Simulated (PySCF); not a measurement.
# [TiF3]+: relaxation and vibrations of the singlet

The task is one start of a wider search on [TiF3]+: the singlet, from a trigonal planar start. It is relaxed, tested by its Hessian and followed downhill if it is a saddle.

The runs use PySCF 2.14.0; PBE0, basis Ti def2-TZVP, F def2-TZVP, no relativity, density fitting.

### 1 Starting geometry

4 atoms, charge 1, spin multiplicity 1.

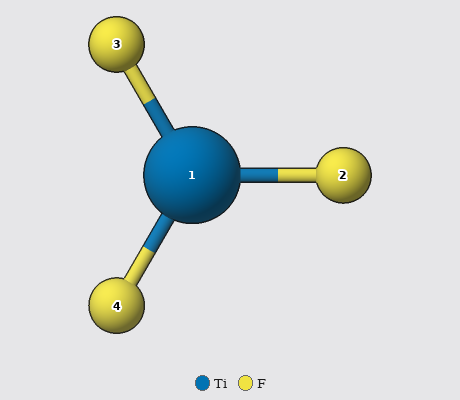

Start geometry, drawn with titanium blue, fluorine yellow; atoms are numbered from 1 in the order of the file.

Coordinates in bohr (charge 1 multiplicity 1):
```
Ti    0.0000    0.0000    0.0000
F     3.7039    0.0000    0.0000
F    -1.8519    3.2076    0.0000
F    -1.8519   -3.2076    0.0000
```

### 2 First SCF at the start

One driver script runs all steps and calls PySCF; scf.py shows how it sets up the SCF of each step. The optimiser is the driver's own. After this first run the driver tries any further starts and a stability analysis.

Input file scf.py:

```python
from pyscf import gto, scf, dft
mol = gto.M(atom='''
Ti     0.000000     0.000000     0.000000
F      1.960000     0.000000     0.000000
F     -0.980000     1.697400     0.000000
F     -0.980000    -1.697400     0.000000''',
    basis={'Ti': 'def2-TZVP', 'F': 'def2-TZVP'},
    charge=1, spin=0)
mf = dft.RKS(mol, xc='PBE0')
mf.grids.atom_grid = (50, 194)
aux = {'Ti': 'def2-universal-JKFIT', 'F': 'def2-universal-JKFIT'}
mf = mf.density_fit(auxbasis=aux)
mf.conv_tol = 1e-08
mf.diis_space = 10
mf.max_cycle = 60
mf.init_guess = 'minao'
mf.verbose = 4
mf.kernel()
```

Command:

```console
$ OMP_NUM_THREADS=4 python axn.py task.json out
```

The program printed, shortened:

```text
[... the frontier levels of the middle cycles are left out ...]
init E= -1148.23621017389
  HOMO = -0.527692167810871  LUMO = -0.151387030345302  gap/eV = 10.23978
cycle= 1 E= -1147.75685884694  delta_E= 0.479  |g|= 1.57  |ddm|= 2.02
  HOMO = -0.543962981237254  LUMO = -0.503131272194438  gap/eV = 1.11109
cycle= 2 E= -1118.18421551624  delta_E= 29.6  |g|= 12.3  |ddm|= 4.69
  HOMO = -0.591960543014795  LUMO = -0.587510014863893  gap/eV = 0.12111
cycle= 3 E= -1138.60626951516  delta_E= -20.4  |g|= 8.18  |ddm|= 2.66
cycle= 4 E= -1143.93435112209  delta_E= -5.33  |g|=  5.9  |ddm|= 1.83
cycle= 5 E= -1145.59739729354  delta_E= -1.66  |g|= 4.61  |ddm|= 0.319
cycle= 6 E= -1148.36802095247  delta_E= -2.77  |g|= 0.398  |ddm|= 1.14
cycle= 7 E= -1148.38560357943  delta_E= -0.0176  |g|= 0.246  |ddm|= 0.216
cycle= 8 E= -1148.39663331593  delta_E= -0.011  |g|= 0.0253  |ddm|= 0.113
cycle= 9 E= -1148.39676816864  delta_E= -0.000135  |g|= 0.00846  |ddm|= 0.0133
cycle= 10 E= -1148.39678347019  delta_E= -1.53e-05  |g|= 0.00504  |ddm|= 0.00604
cycle= 11 E= -1148.39679014773  delta_E= -6.68e-06  |g|= 0.000835  |ddm|= 0.00462
cycle= 12 E= -1148.39679028274  delta_E= -1.35e-07  |g|= 0.000351  |ddm|= 0.000544
cycle= 13 E= -1148.39679030642  delta_E= -2.37e-08  |g|= 2.85e-05  |ddm|= 0.000158
cycle= 14 E= -1148.39679030662  delta_E= -1.93e-10  |g|= 6.09e-06  |ddm|= 2.09e-05
  HOMO = -0.680918146090939  LUMO = -0.488453985399889  gap/eV = 5.23722
Extra cycle  E= -1148.39679030648  delta_E= 1.36e-10  |g|= 2.8e-05  |ddm|= 1.36e-05
converged SCF energy = -1148.39679030648
```

This step, with its further starts and checks, ran for 15 s (4 threads of Arm Neoverse V2, shared host).

Energies from each starting density:

| start | energy (Eh) |
| --- | --- |
| the minimal-basis guess | -1148.396790 |
| a thermally smeared density | -1148.396790 |
| a smeared PBE density | -1148.396790 |

The test of internal stability and the other starts found no lower closed-shell solution.

### 3 Relaxing the singlet from the trigonal planar start

The program finds D3h symmetry in the start, which this walk keeps. The walk stops when the largest gradient is under 0.0003 Eh/bohr and the energy has settled too.

scf.py, as its differences from that of step 2:

```diff
@@ -3,4 +3,4 @@
-Ti     0.000000     0.000000     0.000000
-F      1.960000     0.000000     0.000000
-F     -0.980000     1.697400     0.000000
-F     -0.980000    -1.697400     0.000000''',
+Ti     0.000000    -0.000000     0.000000
+F      1.959994     0.000000     0.000000
+F     -0.979997     1.697405     0.000000
+F     -0.979997    -1.697405     0.000000''',
@@ -16 +15,0 @@
-mf.init_guess = 'minao'
```

The optimiser's trace:

| step | energy (Eh) | change (kJ/mol) | largest symmetric gradient (Eh/bohr) |
| --- | --- | --- | --- |
| 0 | -1148.396790 | 0.00 | 0.11205 |
| 1 | -1148.485587 | -233.14 | 0.06407 |
| 2 | -1148.494504 | -256.55 | 0.06321 |
| 3 | -1148.504839 | -283.68 | 0.01007 |
| 4 | -1148.505186 | -284.59 | 0.00167 |
| 5 | -1148.505196 | -284.62 | 0.00006 |

The walk took 14 s.

Positions (Å) and forces (eV/Å) along the way:

```
step 0
Ti   0.000   0.000   0.000   0.010   0.000   0.000
F    1.960   0.000   0.000  -5.772   0.000   0.000
F   -0.980   1.697   0.000   2.881  -4.983   0.000
F   -0.980  -1.697   0.000   2.881   4.983   0.000
step 1
Ti   0.000   0.000   0.000  -0.025   0.000   0.000
F    1.791   0.000   0.000  -3.301   0.000   0.000
F   -0.896   1.551   0.000   1.663  -2.841   0.000
F   -0.896  -1.551   0.000   1.663   2.841   0.000
step 3
Ti   0.000   0.000   0.000  -0.040   0.000   0.000
F    1.705   0.000   0.000  -0.517   0.000   0.000
F   -0.852   1.476   0.000   0.278  -0.438   0.000
F   -0.852  -1.476   0.000   0.278   0.438   0.000
step 5
Ti   0.000   0.000   0.000  -0.037   0.000   0.000
F    1.692   0.000   0.000   0.003   0.000   0.000
F   -0.846   1.466   0.000   0.018   0.013   0.000
F   -0.846  -1.466   0.000   0.018  -0.013   0.000
```

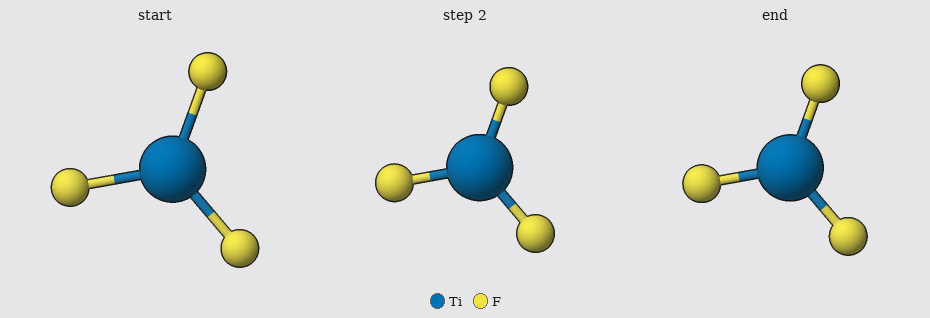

The geometry along the walk, at one scale.

It settles in D3h symmetry, 284.6 kJ/mol below the start, after 5 steps: Ti–F 1.692 Å (×3); F–Ti–F 120.0° (×3).

### 4 Vibrations and properties at this point

On the finer grid the gradient is checked again; gradients at displacements of ±0.02 bohr then give force constants and infrared intensities.

scf.py, as its differences from that of step 3:

```diff
@@ -3,4 +3,4 @@
-Ti     0.000000    -0.000000     0.000000
-F      1.959994     0.000000     0.000000
-F     -0.979997     1.697405     0.000000
-F     -0.979997    -1.697405     0.000000''',
+Ti     0.000000     0.000000     0.000000
+F      1.692687    -0.000000     0.000000
+F     -0.846344     1.465910     0.000000
+F     -0.846344    -1.465910     0.000000''',
@@ -10 +10 @@
-mf.grids.atom_grid = (50, 194)
+mf.grids.atom_grid = (75, 302)
@@ -13 +13 @@
-mf.conv_tol = 1e-08
+mf.conv_tol = 1e-10
```

This SCF starts from the last density.

Log of the central SCF (cycles and frontier levels):

```text
init E= -1148.50541030977
  HOMO = -0.714699445078233  LUMO = -0.424554556510192  gap/eV = 7.89524
cycle= 1 E= -1148.50541030975  delta_E= 1.59e-11  |g|= 1.05e-05  |ddm|= 5.35e-06
  HOMO = -0.714698214039849  LUMO = -0.42455705083252  gap/eV = 7.89514
cycle= 2 E= -1148.50541030961  delta_E= 1.42e-10  |g|= 3.14e-05  |ddm|= 1.59e-05
  HOMO = -0.714699174993074  LUMO = -0.424555176825198  gap/eV = 7.89522
cycle= 3 E= -1148.50541030977  delta_E= -1.64e-10  |g|= 1.24e-06  |ddm|= 1.19e-05
  HOMO = -0.714699158732781  LUMO = -0.424555192720303  gap/eV = 7.89522
cycle= 4 E= -1148.50541030977  delta_E= 3.64e-12  |g|= 3.9e-08  |ddm|= 5.04e-07
  HOMO = -0.71469915417902  LUMO = -0.42455517770167  gap/eV = 7.89522
Extra cycle  E= -1148.50541030977  delta_E= -6.82e-13  |g|= 8.33e-08  |ddm|= 5.31e-08
converged SCF energy = -1148.50541030977
```

The whole step took 30 s.

Geometry: D3h; Ti–F 1.693 Å (×3); F–Ti–F 120.0° (×3).

Modes, for the most abundant isotopes:

```tsv
symmetry	ω (cm⁻¹)	IR (km/mol)	type
a2''	127i	104	bend
e'	204	18.8	bend
a1'	788	0.0	stretch
e'	928	569	stretch
```

1 mode is imaginary, the largest at 127i cm⁻¹: a saddle point, not a minimum.

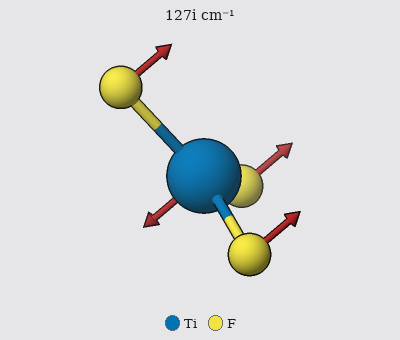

The imaginary mode, as arrows.

Properties at this point:

| Property | Result |
| --- | --- |
| Dipole moment about the centre of mass | 0.00 D |
| Highest occupied level | -19.45 eV |
| Lowest empty level | -11.55 eV |
| Rotational constants | 0.2065, 0.2065, 0.1032 cm⁻¹ |
| Zero-point energy (real modes) | 18.3 kJ/mol |
| Principal polarisabilities | 12.6, 28.6, 28.6 bohr³ |
| Principal traceless quadrupole moments about the centre of mass | -3.07, -3.07, 6.15 D Å |

Charges (e) and bond orders:

```
  atom  Mulliken  Löwdin  polar tensor  Mayer order to Ti1
   Ti1      1.84    1.06          2.76                   –
F2,3,4     -0.28   -0.02         -0.59                1.17
```

Outer orbital energies (eV). occupied: -21.30, -20.92, -20.39, -20.39, -19.73, -19.56, -19.56, -19.45; empty: -11.55, -11.05, -11.05, -8.73.

Mulliken populations on Ti1: s 6.04, p 12.19, d 1.84, f 0.08.

### 5 Following the imaginary mode

The atoms are moved a little along the softest imaginary mode and relaxed again.

The program finds C3v symmetry in the start, which this walk keeps. Threshold on the gradient: 0.0003 Eh/bohr, with a further test on the energy change.

scf.py, as its differences from that of step 4:

```diff
@@ -3,4 +3,4 @@
-Ti     0.000000     0.000000     0.000000
-F      1.692687    -0.000000     0.000000
-F     -0.846344     1.465910     0.000000
-F     -0.846344    -1.465910     0.000000''',
+Ti     0.000000    -0.000000     0.250000
+F      1.692687    -0.000000    -0.210316
+F     -0.846344     1.465910    -0.210316
+F     -0.846344    -1.465910    -0.210316''',
@@ -10 +10 @@
-mf.grids.atom_grid = (75, 302)
+mf.grids.atom_grid = (50, 194)
@@ -13 +13 @@
-mf.conv_tol = 1e-10
+mf.conv_tol = 1e-08
```

Energy and gradient, step by step:

| step | energy (Eh) | change (kJ/mol) | largest symmetric gradient (Eh/bohr) |
| --- | --- | --- | --- |
| 0 | -1148.498581 | 0.00 | 0.04534 |
| 1 | -1148.507961 | -24.63 | 0.00194 |
| 2 | -1148.507985 | -24.69 | 0.00066 |
| 3 | -1148.508009 | -24.75 | 0.00092 |
| 4 | -1148.508014 | -24.76 | 0.00039 |
| 5 | -1148.508014 | -24.77 | 0.00001 |

The walk took 9.1 s.

Geometry (Å) and forces (eV/Å) at some steps:

```
step 0
Ti   0.000   0.000   0.250   0.020   0.000  -2.002
F    1.693   0.000  -0.210  -2.339   0.000   0.638
F   -0.846   1.466  -0.210   1.159  -2.018   0.682
F   -0.846  -1.466  -0.210   1.159   2.018   0.682
step 1
Ti   0.000   0.000   0.215   0.028   0.000   0.100
F    1.635   0.000  -0.199   0.042   0.000  -0.058
F   -0.818   1.416  -0.199  -0.035   0.040  -0.021
F   -0.818  -1.416  -0.199  -0.035  -0.040  -0.021
step 3
Ti   0.000   0.000   0.240   0.011   0.000  -0.027
F    1.628   0.000  -0.207  -0.050   0.000  -0.012
F   -0.814   1.410  -0.207   0.019  -0.042   0.019
F   -0.814  -1.410  -0.207   0.019   0.042   0.019
step 5
Ti   0.000   0.000   0.247   0.005   0.000   0.001
F    1.625   0.000  -0.209   0.000   0.000  -0.019
F   -0.812   1.407  -0.209  -0.003  -0.001   0.009
F   -0.812  -1.407  -0.209  -0.003   0.001   0.009
```

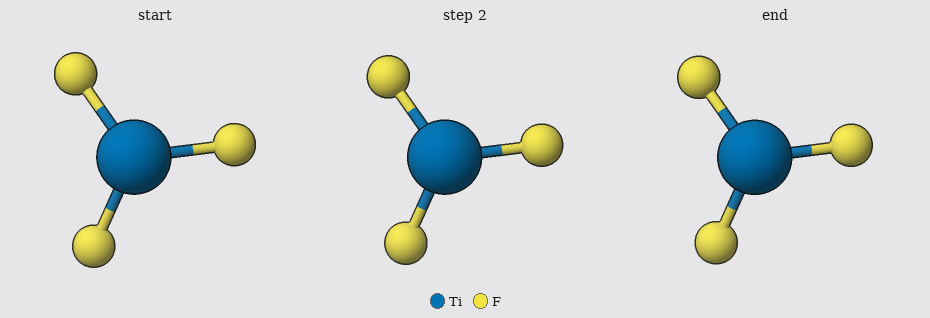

Start and end of the relaxation, with a step between.

It settles in C3v symmetry, 24.8 kJ/mol below the start, after 5 steps: Ti–F 1.687 Å (×3); F–Ti–F 113.0° (×3).

### 6 Is it a minimum? Harmonic modes

As before: finer grid, then central differences.

scf.py, as its differences from that of step 5:

```diff
@@ -3,4 +3,4 @@
-Ti     0.000000    -0.000000     0.250000
-F      1.692687    -0.000000    -0.210316
-F     -0.846344     1.465910    -0.210316
-F     -0.846344    -1.465910    -0.210316''',
+Ti    -0.000000    -0.000000     0.257306
+F      1.620784    -0.000000    -0.211663
+F     -0.810392     1.403640    -0.211663
+F     -0.810392    -1.403640    -0.211663''',
@@ -10 +10 @@
-mf.grids.atom_grid = (50, 194)
+mf.grids.atom_grid = (75, 302)
@@ -13 +13 @@
-mf.conv_tol = 1e-08
+mf.conv_tol = 1e-10
```

SCF at the final geometry:

```text
init E= -1148.50822428593
  HOMO = -0.707354037742913  LUMO = -0.414000946922597  gap/eV = 7.98254
cycle= 1 E= -1148.50822428583  delta_E= 1.03e-10  |g|= 2.73e-05  |ddm|= 1.57e-05
  HOMO = -0.707353110926597  LUMO = -0.414002988260448  gap/eV = 7.98246
cycle= 2 E= -1148.50822428526  delta_E= 5.73e-10  |g|= 6.53e-05  |ddm|= 3.7e-05
  HOMO = -0.707354021748631  LUMO = -0.414001208386102  gap/eV = 7.98254
cycle= 3 E= -1148.50822428595  delta_E= -6.91e-10  |g|= 5.17e-06  |ddm|= 2.63e-05
  HOMO = -0.707353852633173  LUMO = -0.414001495149622  gap/eV = 7.98252
cycle= 4 E= -1148.50822428595  delta_E= -2.5e-12  |g|= 1.06e-07  |ddm|= 1.96e-06
  HOMO = -0.707353839789079  LUMO = -0.414001454907659  gap/eV = 7.98252
Extra cycle  E= -1148.50822428596  delta_E= -5e-12  |g|= 2.04e-07  |ddm|= 1.44e-07
converged SCF energy = -1148.50822428596
```

The whole step ran for 31 s (4 threads of Arm Neoverse V2, shared host).

Geometry: C3v; Ti–F 1.687 Å (×3); F–Ti–F 112.6° (×3).

Modes, for the most abundant isotopes:

| symmetry | ω (cm⁻¹) | IR (km/mol) |
| --- | --- | --- |
| a1 | 165 | 69.8 |
| e | 220 | 17.8 |
| a1 | 832 | 20.8 |
| e | 914 | 534 |

All wavenumbers are real: a minimum.

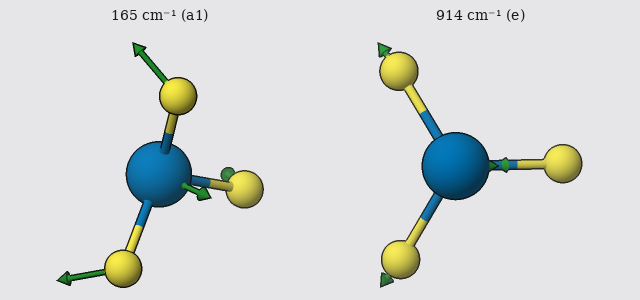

How the atoms move in 2 of the modes.

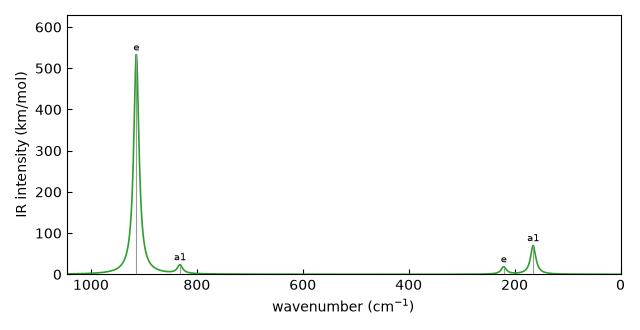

The harmonic infrared spectrum (widths in cm⁻¹). Lines are broadened to a width of 12 cm⁻¹ (Lorentzian).

Constants and moments:

```yaml
Dipole_moment_about_the_centre_of_mass: 3.63 D
Highest_occupied_level: -19.25 eV
Lowest_empty_level: -11.27 eV
Rotational_constants: 0.2092, 0.2092, 0.1126 cm⁻¹
Zero-point_energy: 19.5 kJ/mol
Principal_polarisabilities: 13.3, 27.6, 27.6 bohr³
Principal_traceless_quadrupole_moments_about_the_centre_of_mass: -3.13, -3.13, 6.27 D Å
Entropy_at_298.15_K_and_1_bar: 292.3 J/(mol K)
Heat_capacity_Cp_at_298.15_K: 62.8 J/(mol K)
Enthalpy_at_298.15_K_above_0_K: 14.77 kJ/mol
Rotational_symmetry_number: 3
```

Populations by atom (charges in e):

| atom | Mulliken | Löwdin | polar tensor | Mayer order to Ti1 |
| --- | --- | --- | --- | --- |
| Ti1 | 1.82 | 1.04 | 2.69 | – |
| F2,3,4 | -0.27 | -0.01 | -0.56 | 1.18 |

Outer orbital energies (eV). occupied: -21.12, -20.67, -20.40, -20.40, -19.73, -19.46, -19.46, -19.25; empty: -11.27, -10.70, -10.70, -8.71.

Mulliken populations on Ti1: s 6.05, p 12.18, d 1.87, f 0.08.

### 7 Stability of the closed shell

At the lowest minimum the closed shell is tested against spin polarisation, on the (50, 194) grid. It is stable.

### 8 The points found, side by side

| spin | group | bonds | imaginary modes (cm⁻¹) | ΔE (kJ/mol) | with zero-point energy |
| --- | --- | --- | --- | --- | --- |
| singlet | C3v | Ti–F 1.687 Å (×3) | none | 0.0 | 0.0 |
| singlet | D3h | Ti–F 1.693 Å (×3) | 127i | 7.4 | – |

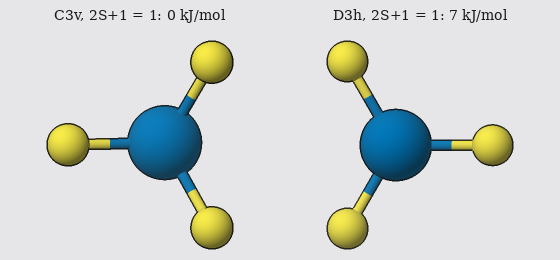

The points, lowest first (titanium blue, fluorine yellow).

### 9 Summary of results

| quantity | value |
| --- | --- |
| minimum | singlet, C3v |
| geometry | Ti–F 1.687 Å (×3); F–Ti–F 112.6° (×3) |
| wavenumbers (cm⁻¹) | 165 (a1), 220 (e), 832 (a1), 914 (e) |
| dipole moment (centre of mass) | 3.63 D |
| highest occupied, lowest empty level | -19.25, -11.27 eV |
| polar-tensor charge of Ti1 | +2.69 e |
| zero-point energy | 19.5 kJ/mol |
| entropy at 298.15 K | 292.3 J/(mol K) |

The trigonal planar start (D3h) ends in a minimum of C3v symmetry, after a stop at a saddle point 7.4 kJ/mol higher, from which it was pushed off along an imaginary mode. The strongest infrared band lies at 914 cm⁻¹ (e, stretch). Other starts or spin states, not run here, may lie lower.

The search up to here took 1.7 min.
